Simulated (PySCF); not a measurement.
# C6H8O2SSi: the cost of one run

Computed with PySCF 2.14.0 and routines of our own; the level stands in each step. Atoms count from 0.

## (1) The system as given

18 atoms, charge 0, multiplicity 1; geometry from: GFN2-xTB.

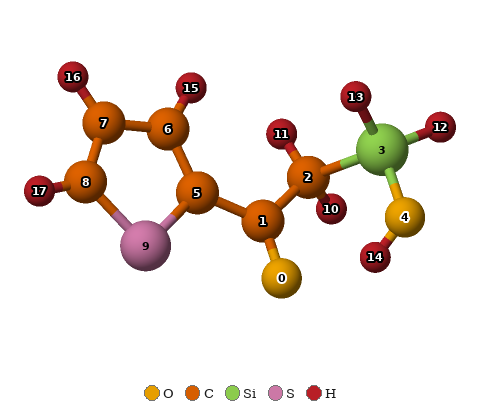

The starting geometry (oxygen amber, carbon orange, silicon green, sulfur pink, hydrogen red).

## (2) Vibronic structure: TDDFT B3LYP/def2-SV(P)

Job settings and geometry (Å):

```
{"job": {"kind": "vib", "xc": "B3LYP", "basis": "def2-SV(P)", "tda": false}, "charge": 0, "multiplicity": 1}
O     -0.481234     0.853427    -1.941386
C     -0.220435     0.031496    -1.067740
C     -1.154936    -1.069330    -0.746826
Si    -2.668354    -0.206886     0.088017
O     -2.998518     1.105378    -0.786941
C      0.975542     0.188136    -0.252671
C      1.427018    -0.500571     0.845830
C      2.630368     0.014043     1.353915
C      3.081124     1.084220     0.639009
S      2.049779     1.490684    -0.661482
H     -1.517701    -1.508048    -1.674214
H     -0.712560    -1.843366    -0.133030
H     -3.810762    -1.108176     0.020879
H     -2.286345     0.166051     1.449738
H     -2.347391     1.378800    -1.446495
H      0.915371    -1.339076     1.282418
H      3.140171    -0.389709     2.210364
H      3.970103     1.659244     0.808959
```

Method: TDDFT B3LYP/def2-SV(P) vertical-gradient vibronic structure (displaced harmonic oscillators, Condon), gas phase.

The run is started by

```sh
> OMP_NUM_THREADS=1 python excited_run.py task.json out
```

The driver reads the jobs from task.json and runs them one after another.

Q: Estimate the wall time and peak memory of this first job on 1 thread of Arm Neoverse V2, shared host.

About 64 s, with a peak of 0.99 GiB.
